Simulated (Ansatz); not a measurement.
CClF3Si (SMILES F[Si-](F)(F)=[C+]Cl)

Input file:

```
crystal:
  periodic: [false, false, false]
  atoms:
    - {symbol: C, position_ang: [-1.827203, -2.769228, -0.498089]}
    - {symbol: Cl, position_ang: [-2.122120, -2.922175, -2.149967]}
    - {symbol: F, position_ang: [-2.533964, -0.590038, 1.114311]}
    - {symbol: F, position_ang: [0.012109, -1.029425, 0.701309]}
    - {symbol: F, position_ang: [-1.420415, 0.153445, -1.100174]}
    - {symbol: Si, position_ang: [-1.436746, -0.995165, 0.021209]}
basis:
  gaussian:
    orbitals: def2-TZVPD
hamiltonian:
  xc: {name: PBE0}
output: {forces: true, orbitals: {seedname: orbitals}}
```

Command:

```sh
ansatz run input.yaml --threads 1 --pin off --max-ram 2610MiB --events-out events.jsonl --progress --plain --runs-dir runs
```

Geometry: r2SCAN-D4/def2-SVP.

The calculation used Ansatz, isolated molecule in a Gaussian basis; Kohn-Sham density functional theory, functional PBE0.

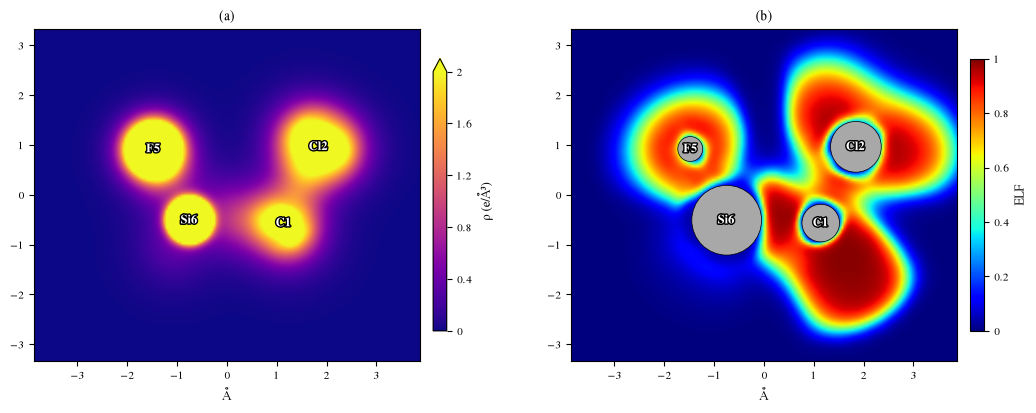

Figure 1. (a) electron density; (b) ELF on the plane of atoms Cl2, C1 and Si6. Grey discs cover the atomic cores in the ELF map.

Read the bonding off the picture.

Answer.
- Atoms in the plane: C, Cl, F and Si.
- Si–F (1.61 Å): ρ is about 1.2 e/Å³ halfway; the ELF peaks at about 0.85 in the valence shell of F, 0.6 Å from its nucleus, and is about 0.50 at the midpoint.
- C–Cl (1.68 Å): ρ at the midpoint is about 1.6 e/Å³; the ELF peaks at about 0.85 between the atoms, as expected for a covalent bond.
- C–Si (1.89 Å): ρ is about 1 e/Å³ halfway; the ELF peaks at about 1 between the atoms, as expected for localised, covalent bonding.
- The ELF also peaks beside C1, Cl2 and F5, away from the bonds: lone-pair regions.

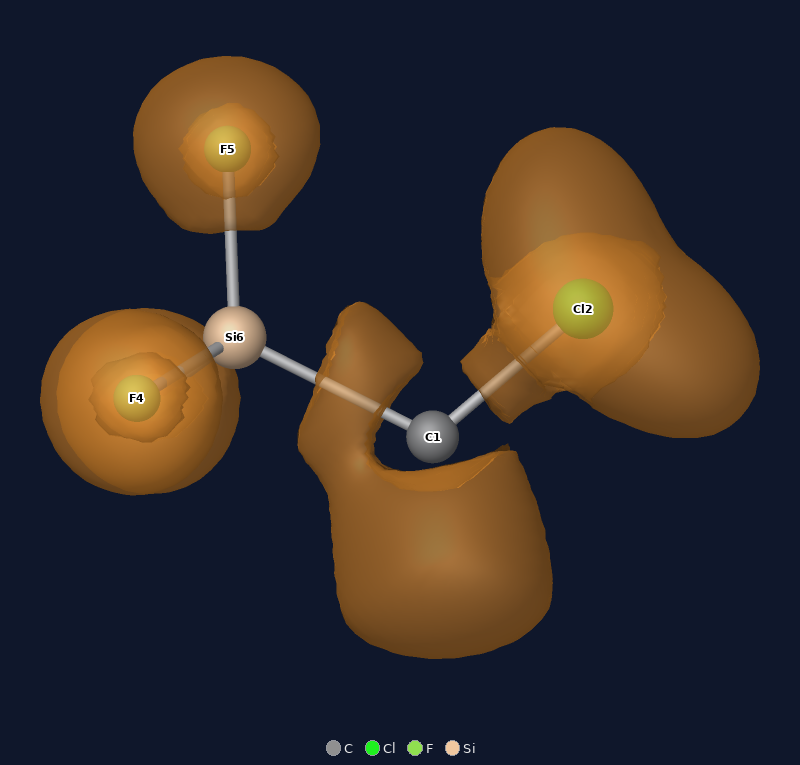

Figure 2. Isosurface of the electron localisation function at 0.75 (orange), seen across its widest extent. Core shells and regions of very low density are left out.

What do the ELF domains correspond to?

Answer. The ELF exceeds this value in one region on C in which the atom's valence shell and bonds are merged, one region on Cl in which the atom's valence shell and bonds are merged and three regions wrapped around F (its lone pairs, merged into a ring or cap). Profiles from the grid: Si–F (1.60 Å): the ELF peaks at about 0.85 in the valence shell of F, 0.6 Å from its nucleus, and is about 0.50 at the midpoint.

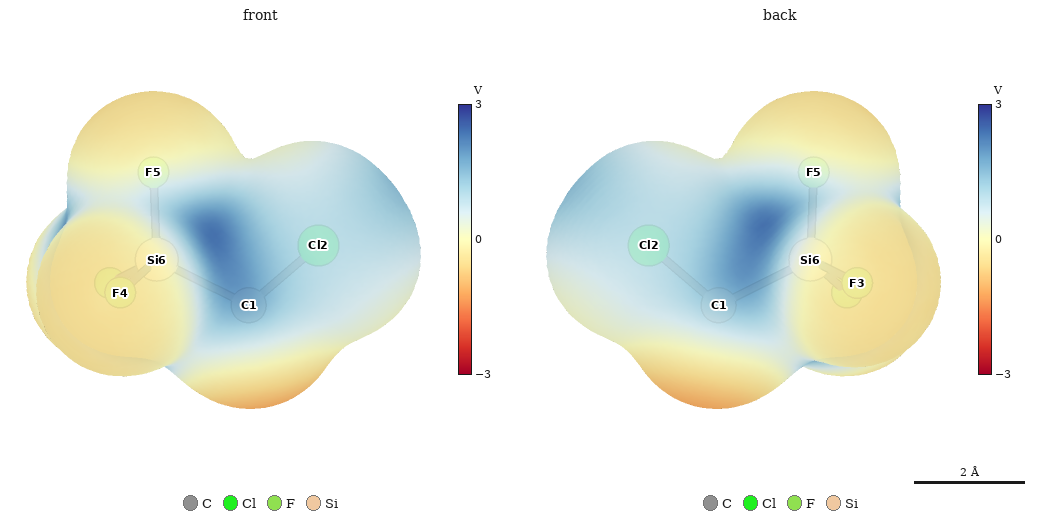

Figure 3. The electrostatic potential painted on the density surface at 0.002 e/bohr³, seen from the front and from behind; the colour scale runs from red (negative) to blue (positive).

Which sites attract a positive test charge, and which a negative one?

Answer. A positive charge is drawn to the negative regions and a negative charge to the positive ones. The most negative region (about −1.1 V) lies over C1, the most positive (about +2.3 V) over Si6. Cl2 shows a σ-hole: about +1.4 V at the tip opposite its bond, against about +0.5 V on its flanks.

How polar is the molecule by this calculation?

Answer. Its dipole moment is 1.82 D.

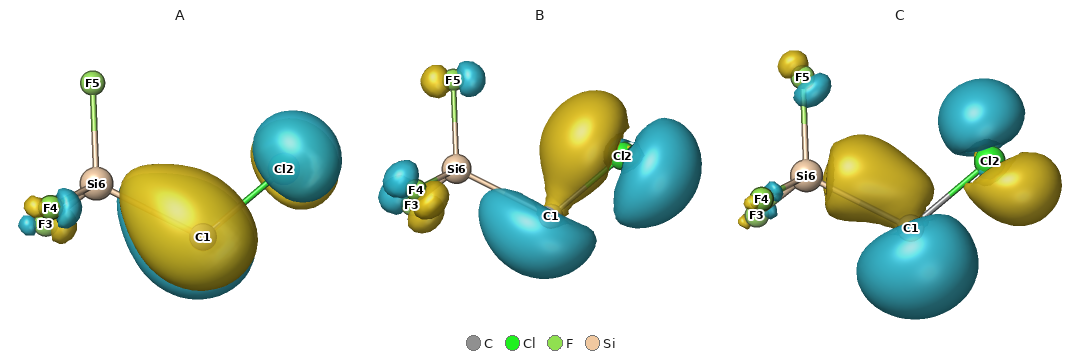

Figure 4. Three frontier orbitals at ±0.15 Å⁻³ᐟ² (yellow and cyan are the two phases), in no order.

Order the three orbitals by energy and name them.

Answer. B is the HOMO−1 (−11.33 eV). It lies mainly on Cl2 (about 60 %) and C1 (about 25 %). C is the HOMO (−7.28 eV). Its weight (Hirshfeld) is mainly on C1 (about 55 %), Cl2 (about 30 %) and Si6 (about 10 %); π-antibonding (π*) across C1–Cl2. A is the LUMO (−4.43 eV). It lies mainly on C1 (about 60 %) and Cl2 (about 25 %).

What is the HOMO–LUMO gap?

Answer. 2.85 eV between the orbital energies.
